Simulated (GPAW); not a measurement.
**Cs3Bi (Fm-3m): G0W0 on several meshes in GPAW**

Wanted: mesh dependence and cost of G0W0 for Cs3Bi (Fm-3m).

Program: GPAW 26.7.0. Level of theory: LDA and many-body steps on it, plane waves. Results are calculated unless marked as measured.

## 1. The structure

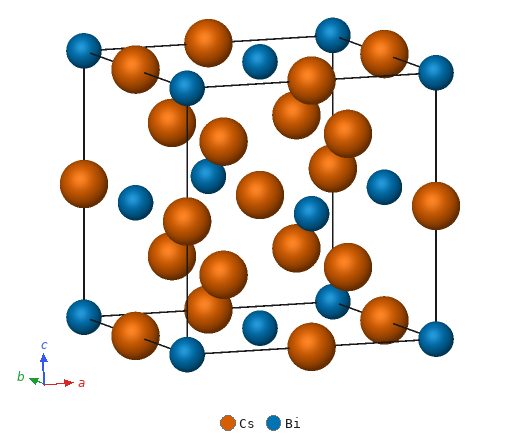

Start, viewed slightly off an axis; caesium orange, bismuth blue. This picture shows the conventional cell, with its axes. Some periodic images of atoms are drawn too.

Structure file:

```xyz
4
Lattice="0.0000 4.6966 4.6966 4.6966 0.0000 4.6966 4.6966 4.6966 0.0000" Properties=species:S:1:pos:R:3 pbc="T T T"
Cs    2.3483    2.3483    2.3483
Cs    7.0449    7.0449    7.0449
Cs    4.6966    4.6966    4.6966
Bi    0.0000    0.0000    0.0000
```

The cell and positions are those that the Materials Project relaxed with its own functionals (PBE, PBE+U or r2SCAN), kept fixed. Spin-orbit coupling is left out unless a step names it.

## 2. Empty states on the mesh, 2×2×2 mesh, 480 bands

This step: GPAW 26.7.0; DFT, LDA, plane waves, PAW.

The sums over transitions need many empty states on a uniform mesh; this step solves for them.

run.py reads:

```python
import json
import numpy as np
from gpaw.mpi import world
from gpaw import GPAW

calc = GPAW('gs.gpw').fixed_density(kpts={'size': (2, 2, 2), 'gamma': True},
    parallel={'domain': 1, 'band': 1},
    txt='nscf.txt')
calc.diagonalize_full_hamiltonian(nbands=480)
calc.write('full.gpw', mode='all')
res = {}
kpts = calc.get_ibz_k_points()
res['kpts'] = kpts
res['eigenvalues'] = [calc.get_eigenvalues(kpt=k) for k in range(len(kpts))]
res['n_electrons'] = calc.get_number_of_electrons()

if world.rank == 0:
    with open('result.json', 'w') as f:
        json.dump(res, f, default=lambda x: x.tolist())
```

Run with:

```sh
$ mpirun -n 3 gpaw python run.py
```

Numbers of over 12 decimals in the logs are rounded to 6 here.

The program printed:

```text
Diagonalizing LCAO Hamiltonian
Converting LCAO to pw mode
convergence criteria:
- Maximum integral of absolute [eigenst]ate change: 4e-08 eV^2 / valence electron
maximum number of iterations: 100

SCF iterations
|iter     |     time |      energy | eigst |  dens |
|iter:   1|  |             | +1.06 |       |
|iter:   2|  |             | -0.49 |       |
|iter:   3|  |             | -1.77 |       |
[...]
|iter:  13|  |             | -6.78 |       |
|iter:  14|  |             | -7.20 |       |
|iter:  15|  |             | -7.47c|       |
SCF steps: 15
  __  _  _
 | _ |_)|_||  |
 |__||  | ||/\| - 26.7.0

Input parameters:
  mode=PW(ecut=450.000000),
  convergence={'density': 1e-06, 'bands': -3},
  gpts=array([35, 35, 35]),
  kpts=MonkhorstPack(size=(2, 2, 2), gamma=True),
  maxiter=100,
  nbands=29,
  occupations=Occupations(name='fermi-dirac', width=0.001, fixmagmom=False),
  parallel={'domain': 1, 'band': 1},
  xc=XC(name='LDA')
Matrix size: 4477x4477
# Writing to full.gpw (mode='all')
  [... matrices ...]

timing:  # [seconds]
  Total: 67.643  # ━━━━━━━━━━━━━━━━━━━━━━━━━━━━━━━━━━━━━━━━━━━━━━━━━━━━━━━━━━
```

It took 74 s on 3 MPI ranks of Arm Neoverse V2, shared host; peak memory 4.4 GiB.

This step gave:

```yaml
gap: 0.1235 eV
k_of_the_valence_top: 0.5, 0.5, 0
k_of_the_conduction_bottom: 0, 0, 0
least_direct_gap: 0.5003 eV
k_points_computed: 3
lowest_point_of_the_top_converged_band_above_the_valence_top: 91.0690 eV
```

On this mesh the gap is 0.124 eV.

## 3. 2×2×2

G0W0 replaces the xc potential by the self-energy, built once from these orbitals. Only a window of levels is corrected, while the sums run over the empty bands that the input names.

This step: G0W0 on LDA, plane waves, PAW.

run.py reads:

```python
import json
import numpy as np
from gpaw.mpi import world
from gpaw.response.g0w0 import G0W0

gw = G0W0('full.gpw',
    filename='gw',
    kpts=[0, 1],
    bands=(19, 23),
    ecut=30,
    nbands=77,
    integrate_gamma='WS',
    ppa=True)
gw.calculate()
res = {mode: {k: v for k, v in r.items() if k != 'sigma_eskwn'}
       for mode, r in gw.all_results.items()}

if world.rank == 0:
    with open('result.json', 'w') as f:
        json.dump(res, f, default=lambda x: x.tolist())
```

Run with:

```sh
$ mpirun -n 4 gpaw python run.py
```

The program printed:

```text
Using integrator: PointIntegrator
FrequencyGridDescriptor(from 0.000+0.000j to 0.000+27.211j eV, 2 points)
Nonperiodic BCs:  [False False False]
Using integrator: PointIntegrator
FrequencyGridDescriptor(from 0.000+0.000j to 0.000+27.211j eV, 2 points)
Nonperiodic BCs:  [False False False]
  ___  _ _ _
 |   || | | |
 | | || | | |
 |__ ||_____|
 |___|

BZ k-points: Symmetries present (total): 48

  [... matrices ...]
8 k-points: 2 x 2 x 2 Monkhorst-Pack grid + [1/4,1/4,1/4]
3 k-points in the irreducible part of the Brillouin zone
       k-points in crystal coordinates                weights
   0:     0.00000000    0.00000000    0.00000000          1/8
   1:     0.50000000    0.50000000    0.00000000          3/8
   2:     0.50000000    0.50000000    0.50000000          4/8

Distributing spins, k-points and bands (1 x 2 x 4) over 4 processes
Number of blocks: 1

Quasi particle states:
k-points (IBZ indices): [0, 1]
Band range: (19, 23)
  [... matrices ...]
Computational parameters:
Plane wave cut-off: 30 eV
Number of bands: 77
Coulomb cutoff: None
Broadening: 0.1 eV

fxc modes: GW
Kernel: RPA
Using Godby-Needs plasmon-pole approximation:
  Fitting energy: i*E0, E0 = 1.000 Hartree
Summing all q:

Calculating screened Coulomb potential
No Coulomb truncation
FrequencyGridDescriptor(from 0.000+0.000j to 0.000+27.211j eV, 2 points)
Removing empty qpoint cache files...

Calculating chi0 body with:
    Ground state adapter containing:
    Number of spins: 1
    Number of kpoints: 8
    Number of irreducible kpoints: 3
    Number of completely occupied states: 21
    Number of partially occupied states: 21
    Occupied states memory: 13.738632 M / cpu

    Linear response parametrization:
    q_c: [0.0, 0.0, 0.0]
    Number of frequency points: 2
    Planewave cutoff: 30.0
    Number of bands: 77
    Number of planewaves: 65
    Broadening (eta): 1e-06
    comm.size: 4
    kncomm.size: 4
    blockcomm.size: 1

    Memory estimate of potentially large arrays:
        chi0_wGG: 0.128937 M / cpu
Integrating chi0 body.

Symmetries of q_c:
    Direct symmetries (Uq -> q): 48
    Indirect symmetries (TUq -> q): 0
In total 48 allowed symmetries.

  [... matrices ...]
3 groups of equivalent kpoints. 62.5% reduction.

Integral kind: response function
Integrating chi0 head and wings.

Symmetries of q_c:
    Direct symmetries (Uq -> q): 48
    Indirect symmetries (TUq -> q): 0
In total 48 allowed symmetries.

  [... matrices ...]
3 groups of equivalent kpoints. 62.5% reduction.

Integral kind: response function wings

Calculating chi0 body with:
    Ground state adapter containing:
    Number of spins: 1
    Number of kpoints: 8
    Number of irreducible kpoints: 3
    Number of completely occupied states: 21
    Number of partially occupied states: 21
    Occupied states memory: 13.738632 M / cpu

    Linear response parametrization:
[... the further q-points ...]

Results:
f:      Occupation numbers
eps:     KS-eigenvalues [eV]
vxc:     KS vxc [eV]
exx:     Exact exchange [eV]
sigma:   Self-energies [eV]
dsigma:  Self-energy derivatives
Z:       Renormalization factors
qp:      QP-energies [eV]

k-point 0 (0): (0.000, 0.000, 0.000)                GW
band       f     eps     vxc     exx   sigma  dsigma       Z      qp
                                                                   GW
  19   1.000   4.264 -10.554 -12.007   1.601  -0.263   0.792   4.381
  20   1.000   4.264 -10.554 -12.007   1.601  -0.263   0.792   4.381
  21   0.000   4.764  -9.165  -5.318  -3.004  -0.254   0.797   5.437
  22   0.000   5.775  -8.054  -4.066  -3.241  -0.253   0.798   6.371

k-point 1 (1): (0.500, 0.500, 0.000)                GW
band       f     eps     vxc     exx   sigma  dsigma       Z      qp
                                                                   GW
  19   1.000   4.640 -11.228 -12.682   1.691  -0.270   0.788   4.827
  20   1.000   4.640 -11.228 -12.682   1.691  -0.270   0.788   4.827
  21   0.000   5.651  -8.349  -4.159  -3.390  -0.252   0.798   6.289
  22   0.000   5.865  -8.795  -4.649  -3.282  -0.252   0.799   6.554
```

Run time: 9 s. Hardware: 4 MPI ranks; peak memory 1.6 GiB.

This step gave:

* G0W0 gap on the points computed: 0.6091 eV
* least direct G0W0 gap on the computed points: 1.055 eV
* Z at the valence top: 0.7876
* Z at the conduction bottom: 0.7974
* starting gap on the mesh: 0.1235 eV
* k of the valence top: 0.5, 0.5, 0
* k of the conduction bottom: 0, 0, 0

The gap on the mesh goes from 0.12 eV to 0.61 eV, a correction of +0.49 eV.

## 4. Empty states on the mesh, 4×4×4 mesh, 87 bands

This step: DFT, LDA, plane waves, PAW.

run.py reads:

```python
import json
import numpy as np
from gpaw.mpi import world
from gpaw import GPAW

calc = GPAW('gs.gpw').fixed_density(kpts={'size': (4, 4, 4), 'gamma': True},
    nbands=101,
    convergence={'bands': 87},
    txt='nscf.txt')
calc.write('full.gpw', mode='all')
res = {}
kpts = calc.get_ibz_k_points()
res['kpts'] = kpts
res['eigenvalues'] = [calc.get_eigenvalues(kpt=k) for k in range(len(kpts))]
res['n_electrons'] = calc.get_number_of_electrons()

if world.rank == 0:
    with open('result.json', 'w') as f:
        json.dump(res, f, default=lambda x: x.tolist())
```

Run with:

```sh
$ mpirun -n 4 gpaw python run.py
```

The program printed:

```text
Diagonalizing LCAO Hamiltonian
Converting LCAO to pw mode
convergence criteria:
- Maximum integral of absolute [eigenst]ate change: 4e-08 eV^2 / valence electron
maximum number of iterations: 100

SCF iterations
|iter     |     time |      energy | eigst |  dens |
|iter:   1|  |             | +3.59 |       |
|iter:   2|  |             | +2.31 |       |
|iter:   3|  |             | +1.21 |       |
[...]
|iter:  12|  |             | -6.48 |       |
|iter:  13|  |             | -7.10 |       |
|iter:  14|  |             | -7.53c|       |
SCF steps: 14
  __  _  _
 | _ |_)|_||  |
 |__||  | ||/\| - 26.7.0

Input parameters:
  mode=PW(ecut=450.000000),
  convergence={'bands': 87},
  gpts=array([35, 35, 35]),
  kpts=MonkhorstPack(size=(4, 4, 4), gamma=True),
  maxiter=100,
  nbands=101,
  occupations=Occupations(name='fermi-dirac', width=0.001, fixmagmom=False),
  parallel={},
  xc=XC(name='LDA')
# Writing to full.gpw (mode='all')
  [... matrices ...]

timing:  # [seconds]
  Total: 0.035  # ━━━━━━━━━━━━━━━━━━━━━━━━━━━━━━━━━━━━━━━━━━━━━━━━━━━━━━━━━━━
```

Elapsed: 26 s, on 4 MPI ranks; peak memory 1 GiB; 1.8 min of CPU time.

Numbers from this step:

```yaml
gap: 0.1235 eV
k_of_the_valence_top: 0.5, 0.5, 0
k_of_the_conduction_bottom: 0, 0, 0
least_direct_gap: 0.5003 eV
k_points_computed: 8
lowest_point_of_the_top_converged_band_above_the_valence_top: 20.88 eV
```

On this mesh the gap is 0.124 eV.

## 5. 4×4×4

This step: G0W0 on LDA, plane waves, PAW.

run.py reads:

```python
import json
import numpy as np
from gpaw.mpi import world
from gpaw.response.g0w0 import G0W0

gw = G0W0('full.gpw',
    filename='gw',
    kpts=[0, 5],
    bands=(19, 23),
    ecut=30,
    nbands=77,
    integrate_gamma='WS',
    ppa=True)
gw.calculate()
res = {mode: {k: v for k, v in r.items() if k != 'sigma_eskwn'}
       for mode, r in gw.all_results.items()}

if world.rank == 0:
    with open('result.json', 'w') as f:
        json.dump(res, f, default=lambda x: x.tolist())
```

Run with:

```sh
$ mpirun -n 4 gpaw python run.py
```

The program printed:

```text
Using integrator: PointIntegrator
FrequencyGridDescriptor(from 0.000+0.000j to 0.000+27.211j eV, 2 points)
Nonperiodic BCs:  [False False False]
Using integrator: PointIntegrator
FrequencyGridDescriptor(from 0.000+0.000j to 0.000+27.211j eV, 2 points)
Nonperiodic BCs:  [False False False]
  ___  _ _ _
 |   || | | |
 | | || | | |
 |__ ||_____|
 |___|

BZ k-points: Symmetries present (total): 48

  [... matrices ...]
64 k-points: 4 x 4 x 4 Monkhorst-Pack grid + [1/8,1/8,1/8]
8 k-points in the irreducible part of the Brillouin zone
       k-points in crystal coordinates                weights
   0:     0.00000000    0.00000000    0.00000000          1/64
   1:     0.25000000    0.25000000    0.00000000          6/64
   2:     0.25000000    0.25000000    0.25000000          8/64
[...]
6:     0.50000000    0.50000000    0.25000000         24/64
   7:     0.50000000    0.50000000    0.50000000          4/64

Distributing spins, k-points and bands (1 x 2 x 4) over 4 processes
Number of blocks: 1

Quasi particle states:
k-points (IBZ indices): [0, 5]
Band range: (19, 23)
  [... matrices ...]
Computational parameters:
Plane wave cut-off: 30 eV
Number of bands: 77
Coulomb cutoff: None
Broadening: 0.1 eV

fxc modes: GW
Kernel: RPA
Using Godby-Needs plasmon-pole approximation:
  Fitting energy: i*E0, E0 = 1.000 Hartree
Summing all q:

Calculating screened Coulomb potential
No Coulomb truncation
FrequencyGridDescriptor(from 0.000+0.000j to 0.000+27.211j eV, 2 points)
Removing empty qpoint cache files...

Calculating chi0 body with:
    Ground state adapter containing:
    Number of spins: 1
    Number of kpoints: 64
    Number of irreducible kpoints: 8
    Number of completely occupied states: 21
    Number of partially occupied states: 21
[...]
q_c: [0.0, 0.0, 0.0]
    Number of frequency points: 2
    Planewave cutoff: 30.0
    Number of bands: 77
    Number of planewaves: 65
    Broadening (eta): 1e-06
    comm.size: 4
    kncomm.size: 4
    blockcomm.size: 1

    Memory estimate of potentially large arrays:
        chi0_wGG: 0.128937 M / cpu
Integrating chi0 body.

Symmetries of q_c:
    Direct symmetries (Uq -> q): 48
    Indirect symmetries (TUq -> q): 0
In total 48 allowed symmetries.

  [... matrices ...]
8 groups of equivalent kpoints. 87.5% reduction.

Integral kind: response function
Integrating chi0 head and wings.

Symmetries of q_c:
    Direct symmetries (Uq -> q): 48
    Indirect symmetries (TUq -> q): 0
In total 48 allowed symmetries.

  [... matrices ...]
8 groups of equivalent kpoints. 87.5% reduction.

Integral kind: response function wings

Calculating chi0 body with:
    Ground state adapter containing:
    Number of spins: 1
    Number of kpoints: 64
    Number of irreducible kpoints: 8
    Number of completely occupied states: 21
    Number of partially occupied states: 21
    Occupied states memory: 13.738632 M / cpu

[... the further q-points ...]

Results:
f:      Occupation numbers
eps:     KS-eigenvalues [eV]
vxc:     KS vxc [eV]
exx:     Exact exchange [eV]
sigma:   Self-energies [eV]
dsigma:  Self-energy derivatives
Z:       Renormalization factors
qp:      QP-energies [eV]

k-point 0 (0): (0.000, 0.000, 0.000)                GW
band       f     eps     vxc     exx   sigma  dsigma       Z      qp
                                                                   GW
  19   1.000   4.264 -10.554 -11.724   1.364  -0.287   0.777   4.415
  20   1.000   4.264 -10.554 -11.724   1.364  -0.287   0.777   4.415
  21   0.000   4.764  -9.165  -5.928  -2.446  -0.246   0.802   5.399
[...]
k-point 1 (5): (0.500, 0.500, 0.000)                GW
band       f     eps     vxc     exx   sigma  dsigma       Z      qp
                                                                   GW
[...]
21   0.000   5.651  -8.349  -4.419  -3.120  -0.246   0.803   6.301
  22   0.000   5.865  -8.795  -4.786  -3.119  -0.247   0.802   6.578
```

The job ended after 54 s (4 MPI ranks; peak memory 2.2 GiB; 3.6 min of CPU time).

Numbers from this step:

```
G0W0 gap on the points computed              : 0.5493 eV
least direct G0W0 gap on the computed points : 0.9842 eV
Z at the valence top                         : 0.7769
Z at the conduction bottom                   : 0.8024
starting gap on the mesh                     : 0.1235 eV
k of the valence top                         : 0.5, 0.5, 0
k of the conduction bottom                   : 0, 0, 0
```

Against G0W0 in GPAW (2×2×2 mesh, 77 bands, screening to 30 eV, Godby-Needs plasmon pole), the gap moves by −0.060 eV.

## 6. Side by side

Times are wall times on 4 MPI ranks of Arm Neoverse V2, shared host, good to a factor of about two.

| run | mesh | bands | screening cutoff (eV) | DFT gap (eV) | gap on the mesh (eV) | direct (eV) | time |
| --- | --- | --- | --- | --- | --- | --- | --- |
| 2×2×2 | 2×2×2 | 77 | 30 | 0.124 | 0.609 | 1.055 | 9 s |
| 4×4×4 | 4×4×4 | 77 | 30 | 0.124 | 0.549 | 0.984 | 54 s |

## 7. Summary of results

```
2×2×2        : 0.609 eV
4×4×4        : 0.549 eV
known limits : not at the basis limit; model gap, bands may invert with spin-orbit coupling; no spin-orbit coupling; coarse k mesh
```

What this shows: 4×4×4: −0.060 eV against 2×2×2. Bands and cutoff are finite, so the gap is not at the basis limit. The miss can reach some tenths of an eV and take either sign; the mesh is an error of its own. These stock PAW sets were not made for GW. In the G0W0 runs levels were corrected at 2 k points alone, so a gap called «on the mesh» is the least over those, and an edge elsewhere would be missed. The 2×2×2 mesh is coarse for this cell, which bears on the long-range parts of exchange and screening. Mesh or cutoff lie under what a gap needs, so these runs test behaviour and cost; their gaps are not to be quoted. Where an edge is built on 6p states of lead, bismuth or thallium, scalar-relativistic gaps usually stand too wide, by a few tenths to over one eV. With atoms this heavy and so narrow a gap, spin-orbit coupling can invert the bands. These scalar-relativistic gaps are then model values, not to be set against experiment, and a spin-orbit change taken from DFT can't simply be added.

[Paths, hosts, dates, memory and timing lines, banners, echoed tables and standing remarks are left out of the program output.]

[Logs are printed without paths, hosts, clocks, repeated set-up lines and the standing remarks that a program may print on its own settings, such as how far it seeks lower states.]

[Runs of the session that timed out or met a known fault of the program may be left out.]

[Hosts, paths, dates, database ids (printed as entryN), source tags and the programs' standing remarks are cut or masked in the printed files.]
